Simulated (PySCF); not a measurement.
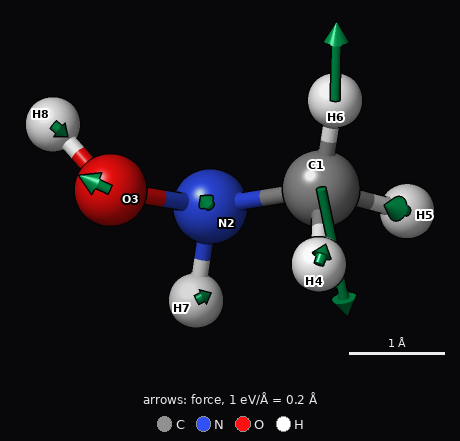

Starting geometry of CH₅NO with the computed forces as green arrows. The picture is a ball-and-stick view, seen from a free direction.

The start comes from MMFF94s. Its atoms were then displaced at random by about 0.03 Å.

These are results of PBE0-D3(BJ)/def2-SVP geometry optimisation, gas phase in PySCF 2.14.0, density-fitted response routines, not measurements. 

What follows when this structure is relaxed?

Answer. It isn't relaxed: the largest force vector, on C1, is 7.74 eV/Å. The final displacements follow the starting forces only in part (cosine between the two patterns 0.52). The largest moves after the best rigid fit, 0.10 Å, are those of O3 and H4. Largest moves by element: O 0.10 Å, H 0.10 Å, C 0.07 Å, N 0.06 Å. Among the contacts that change: C1–H6 0.999 → 1.100 Å, C1–H5 1.180 → 1.101 Å, C1–H4 1.140 → 1.107 Å, O3–H8 0.986 → 0.963 Å. Bond angles that change, for instance: C1–N2–O3 101.6° → 108.6°, H4–C1–H6 114.4° → 108.1°, N2–C1–H6 115.7° → 109.7°. Over 5 geometry steps the energy falls by 0.536 eV. Cost: 7.4 s on 1 thread of Arm Neoverse V1, on a shared host.
